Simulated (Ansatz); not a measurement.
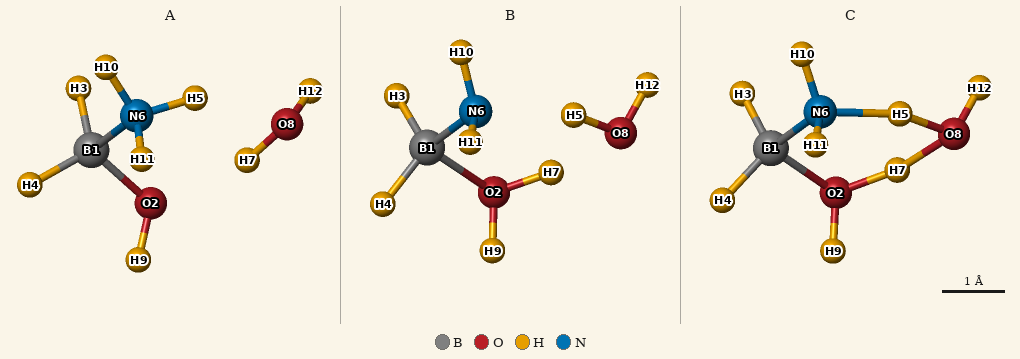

Three geometries of BNH8O2: a saddle point and the two minima that it joins, in shuffled order. The picture is a ball-and-stick view, seen from a free direction. Sticks join atoms that are closer than about 1.2 times the sum of their covalent radii (a little more with hydrogen).

Stationary points at PBE0-D4/def2-TZVP, single-point energies with CCSD(T)/CBS, PBE-D4, CAM-B3LYP-D4, PBE0-D4 (def2-TZVPP where no basis is named; Ansatz 0.2.0). The energies are electronic, without zero-point or thermal terms, and both ends are the minima reached downhill from the saddle, with any fragments still in contact. CCSD(T)/CBS stands for a frozen-core estimate: MP2 correlation extrapolated from def2-TZVPP and def2-QZVPP, CCSD(T) minus MP2 from the smaller set.

Q: Identify the saddle point and describe the reaction.

A: Frame C is the saddle point. From A over the saddle to B, bonds form: O2–H7 (1.74 → 1.11 → 1.02 Å), H5–O8 (1.90 → 1.14 → 1.02 Å). Bonds break: H5–N6 (1.03 → 1.38 → 1.68 Å), H7–O8 (0.98 → 1.32 → 1.55 Å). The saddle has one imaginary mode, 859i cm⁻¹. With CCSD(T)/CBS the barrier is 0.90 eV from A and 0.16 eV from B, and B lies 0.73 eV above A.

```tsv
level	barrier from A (eV)	barrier from B (eV)	B less A (eV)
CCSD(T)/CBS	0.90	0.16	0.73
PBE-D4	0.62	0.01	0.60
CAM-B3LYP-D4	0.81	0.11	0.69
PBE0-D4	0.73	0.07	0.66
```

Against CCSD(T)/CBS, CAM-B3LYP-D4 comes closest on the barrier from A (−0.09 eV) and PBE-D4 misses most (−0.28 eV).
